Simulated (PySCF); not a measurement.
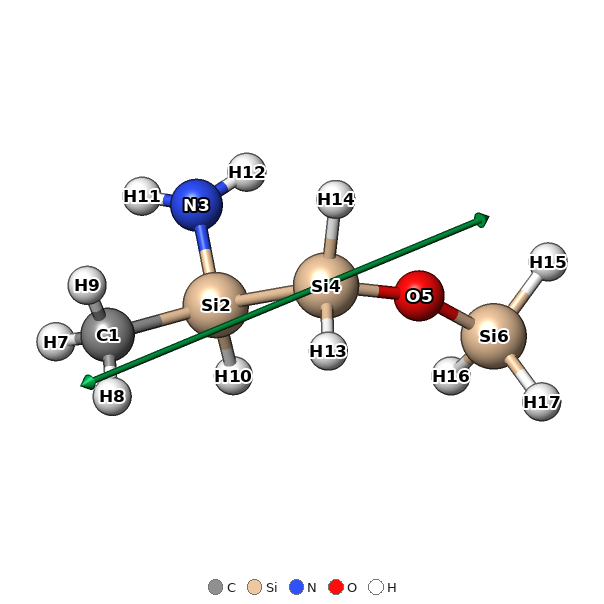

The double arrow shows the direction of the transition dipole to excited singlet state 3 (its length means nothing). Computed geometry: GFN2-xTB optimisation. No frequency run is at hand to confirm it as a minimum. Properties computed with TDDFT PBE0/def2-SVPD, vertical, gas phase, core orbitals frozen in the response (PySCF 2.14.0).

> Give its energy, strength and character.

6.15 eV (202 nm), oscillator strength 0.018, mainly HOMO−1 → LUMO (weight 0.95); transition dipole 0.88 D.

The geometry is semi-empirical. Around Si such bond lengths and angles can be off by a tenth of an ångström or more and by several degrees, and values that hang on the shape move with them.
